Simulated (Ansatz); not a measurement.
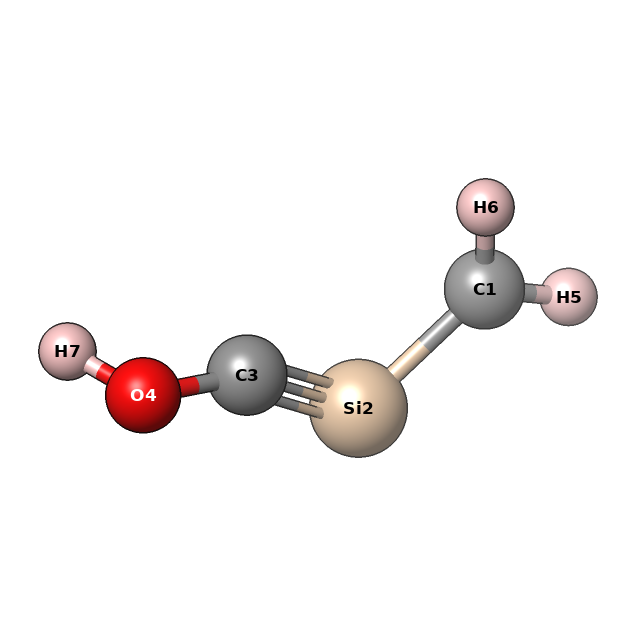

Figure made from data computed with Ansatz.

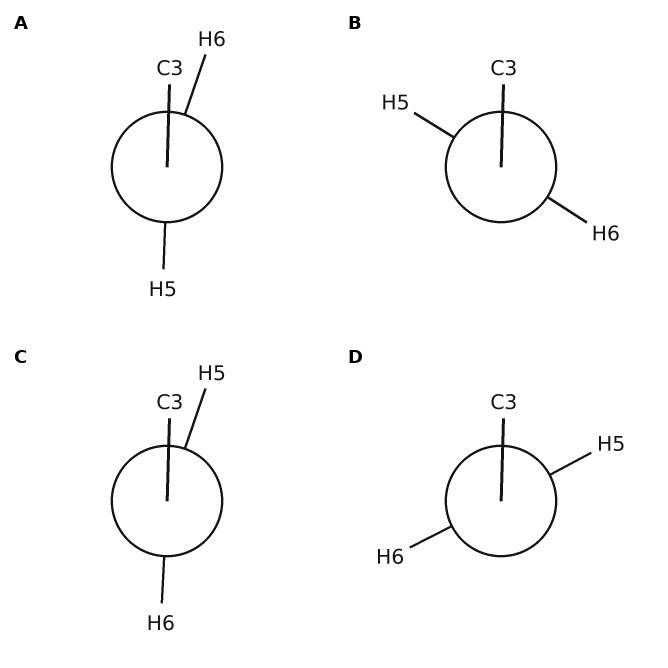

Atoms fade into the background with distance from the viewer. Bonds that would overlap in a projection are set slightly apart. Charge 0, doublet. Geometry: moved along internal coordinates away from the minimum.

Question: Which Newman projection shows the view along Si2–C1, with Si2 in front?

Answer: A. The torsion angle C3–Si2–C1–H5 is 180°, antiperiplanar (anti).
